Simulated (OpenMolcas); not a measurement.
Run report: Bi⁴⁺, multiconfigurational calculation

Bi⁴⁺. Computed at this level: state-averaged SS-CASPT2, IPEA shift 0.25, imaginary shift 0.1 hartree, closed shells 5d correlated, active space 1 electron in the shells 6s 6p, basis ANO-RCC-VQZP, DKH2 scalar Hamiltonian, spin-orbit coupling by RASSI with atomic mean-field integrals (OpenMolcas).

## Key numbers

```tsv
quantity	value
outcome	converged
lowest level	6s ²S₁/₂
first excited level	6p ²P°₁/₂, 93,273 cm⁻¹
energy of the lowest spin-free term	−21506.97492 hartree
energy of the lowest spin-orbit level	−21506.97492 hartree
CASPT2 correlation energy	−0.3667 hartree
largest spread among components of a term	0.0 cm⁻¹
lowest reference weight	0.946
hardware	1 CPU thread, shared host
wall time	2.7 s
```

## Notes

The run is of multi-state type; this report uses its single-state energies. To bear in mind: spin-orbit splittings of 6p ions too small.

## Input
```
&GATEWAY
Coord
1

Bi 0.0 0.0 0.0
Basis=ANO-RCC-VQZP
Group=XYZ
NoMove
AngMom=0.0 0.0 0.0
AMFI
&SEWARD
&RASSCF
FileOrb=start.orb
Symmetry=1
Spin=2
nActEl=1 0 0
Inactive=20 19
Ras2=1 3
CIRoot=1 1 1
SDav=1
CIMx=300
Iter=120 100
PrWF=0.3
OrbListing=Nothing
MaxOrb=0
Atom
>>> COPY $Project.JobIph JOB001
&RASSCF
FileOrb=start.orb
Symmetry=2
Spin=2
nActEl=1 0 0
Inactive=20 19
Ras2=1 3
CIRoot=3 3 1
SDav=3
CIMx=300
Iter=120 100
PrWF=0.3
OrbListing=Nothing
MaxOrb=0
Atom
>>> COPY $Project.JobIph JOB002
&RASSI
NrOfJobIphs=2 1 3
1
1 2 3
IphNames
JOB001
JOB002
EJob
SpinOrbit
DIPRint=1.0
SOCoupling=1000.0
Subsets=2
MEES
Property=10
'ANGMOM' 1 'ANGMOM' 2 'ANGMOM' 3 'MLTPL  1' 1 'MLTPL  1' 2 'MLTPL  1' 3
'AMFI' 1 'AMFI' 2 'AMFI' 3 'MLTPL  2' 6
SOProperty=3
'ANGMOM' 1 'ANGMOM' 2 'ANGMOM' 3
>>> COPY JOB001 $Project.JobIph
&CASPT2
Multistate=1 1
Frozen=15 19
IPEA=0.25
Imaginary=0.1
MaxIter=60
WThr=0.0 0.3 0.05
PrWF=0.5
NoMix
>>> COPY JOB002 $Project.JobIph
&CASPT2
Multistate=3 1 2 3
Frozen=15 19
IPEA=0.25
Imaginary=0.1
MaxIter=60
WThr=0.0 0.3 0.05
PrWF=0.5
NoMix
```

The file start.orb holds starting orbitals from an earlier step. A driver script formed the levels outside the program, from RASSI's spin-orbit matrix and the CASPT2 energies (for multi-state variants, the effective Hamiltonian), averaged over the components of each term or state. The log and the time are those of the CASPT2 step.

## Log (extracts)
```
--- CASPT2 ---
Orbital specifications:
      -----------------------

      Symmetry species                           1   2
                                                ag  au
      Frozen orbitals                           15  19
      Inactive orbitals                          5   0
      Active orbitals                            1   3
      Secondary orbitals                        45  30
      Deleted orbitals                           0   0
      Number of basis functions                 66  52
Type of calculation                        SS-CASPT2
      Fock operator                              state-specific
      IPEA shift                                 0.25
      Real shift                                 0.00
      Imaginary shift                            0.10
      The input orbitals will be transformed to quasi-canonical
Reference energy:      -21506.6082276514
      E2 (Non-variational):      -0.3665867248
      Shift correction:          -0.0001015582
      E2 (Variational):          -0.3666882830
      Total energy:          -21506.9749159344
      Residual norm:              0.0000000777
      Reference weight:           0.94636
      Contributions to the CASPT2 correlation energy
      Active & Virtual Only:         -0.0000000000
      One Inactive Excited:          -0.0632098536
      Two Inactive Excited:          -0.3033768712
::    CASPT2 Root  1     Total energy: -21506.97491593
--- CASPT2 ---
Orbital specifications:
      -----------------------

      Symmetry species                           1   2
                                                ag  au
      Frozen orbitals                           15  19
      Inactive orbitals                          5   0
      Active orbitals                            1   3
      Secondary orbitals                        45  30
      Deleted orbitals                           0   0
      Number of basis functions                 66  52
Type of calculation                        MS-CASPT2
      Fock operator                              state-specific
      IPEA shift                                 0.25
      Real shift                                 0.00
      Imaginary shift                            0.10
      The input orbitals will be transformed to quasi-canonical
Reference energy:      -21506.1325448332
      E2 (Non-variational):      -0.3523007375
      Shift correction:          -0.0001098705
      E2 (Variational):          -0.3524106080
      Total energy:          -21506.4849554412
      Residual norm:              0.0000001109
      Reference weight:           0.94746
      Contributions to the CASPT2 correlation energy
      Active & Virtual Only:         -0.0000000000
      One Inactive Excited:          -0.0483947631
      Two Inactive Excited:          -0.3039059744
Reference energy:      -21506.1325448332
      E2 (Non-variational):      -0.3523007375
      Shift correction:          -0.0001098705
      E2 (Variational):          -0.3524106080
      Total energy:          -21506.4849554412
      Residual norm:              0.0000001109
      Reference weight:           0.94746
      Contributions to the CASPT2 correlation energy
      Active & Virtual Only:         -0.0000000000
      One Inactive Excited:          -0.0483947631
      Two Inactive Excited:          -0.3039059744
::    CASPT2 Root  1     Total energy: -21506.48495544
::    CASPT2 Root  2     Total energy: -21506.48495544
::    CASPT2 Root  3     Total energy: -21506.48495544
::    MS-CASPT2 Root  1     Total energy: -21506.48495544
::    MS-CASPT2 Root  2     Total energy: -21506.48495544
::    MS-CASPT2 Root  3     Total energy: -21506.48495544
```

## Spin-orbit levels, grouped by J and assigned

```tsv
Configuration	Level	E (eV)	LS purity (%)	Landé g
6s	²S₁/₂	0	100	2.002
6p	²P°₁/₂	11.56	100	0.666
6p	²P°₃/₂	14.22	100	1.334
```

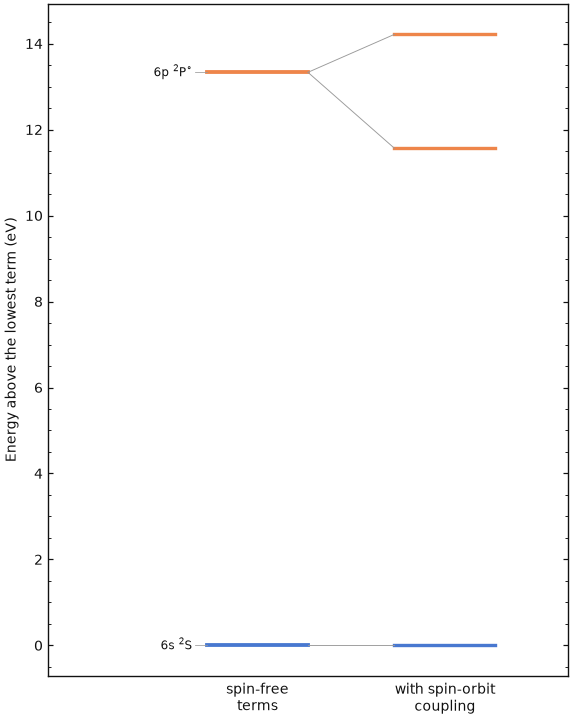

**Figure 1.** Terms of Bi V (Bi⁴⁺) without and with spin-orbit coupling; the J values are left off. 6s ²S (at 0) gives the one level J = 1/2; 6p ²P° (at 13.3 eV) splits over 2.65 eV into J = 1/2, 3/2 from the bottom up (normal). The ground level lies 0 below the lowest term.
